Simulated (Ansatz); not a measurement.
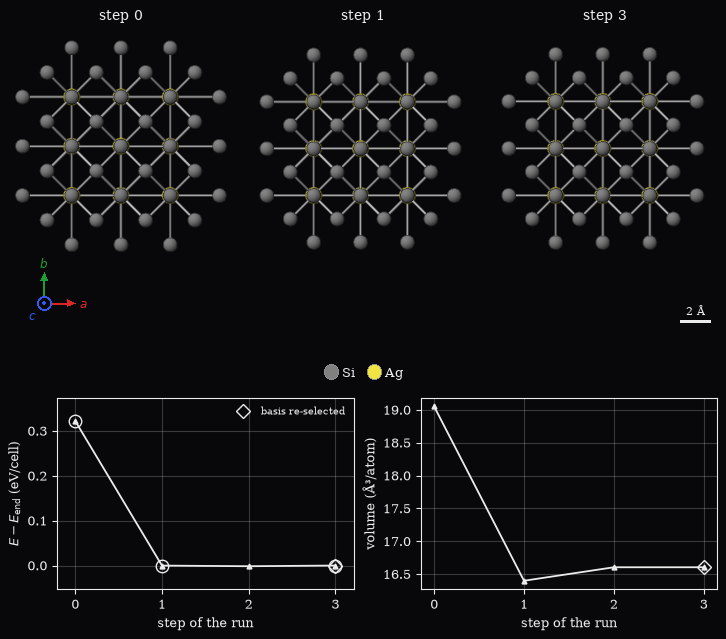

Frames of a relaxation of a crystal of Si3Ag (a generated structure, set up in Fm-3m) (coarse preliminary run), marked on the history of the run. The picture is a ball-and-stick view of the conventional cell (4 times the calculation's cell), seen along the c axis. Lengths and directions refer to the drawn axes.

Computed with Ansatz 0.2.0, DFT PBE, scalar-relativistic, plane waves, PAW. Set-up: plane-wave cutoff 420 eV; k-point mesh 4 × 4 × 4; occupations gaussian; smearing width 0.1 eV; no spin polarisation; cell and atoms relaxed; force threshold 0.04 eV/Å; at most 70 steps.

Describe the path.

Over 2 accepted moves (3 points after the start) the energy falls by 0.322 eV per cell of the calculation. All forces vanish by symmetry, so only the cell relaxes. The pressure goes from −9.05 to −0.26 GPa. The SCF was repeated once at an unchanged geometry on a basis and grid sized afresh for the cell, which shifted the energy by 1.6 meV per cell of the calculation at most. No atom moves by more than 0.005 Å relative to the cell. The drawn cell changes as follows: a = b = c 6.730 → 6.429 Å (−4.5 %); the volume changes by −12.8 %. Near-neighbour distances that change, for instance: Ag–Si 3.365 → 3.214 Å, Ag–Si 2.914 → 2.784 Å. The space group stays Fm-3m (No. 225). Cost: 3.5 s on 1 thread of Arm Neoverse V2, with other jobs on the host, peak memory 0.31 GiB. From step 0 to 1: volume −13.9 %, energy −0.322 eV per cell of the calculation. From step 1 to 3: volume +1.3 %, energy +0.1 meV per cell of the calculation.

| step | E − E(0), meV/atom | pressure, GPa | volume, Å³/atom | note |
| --- | --- | --- | --- | --- |
| 0 | 0.00 | -9.05 | 19.052 |  |
| 1 | -80.59 | 0.88 | 16.400 |  |
| 2 | -80.94 | -0.25 | 16.605 |  |
| 3 | -80.55 | -0.26 | 16.605 | same geometry, new basis |
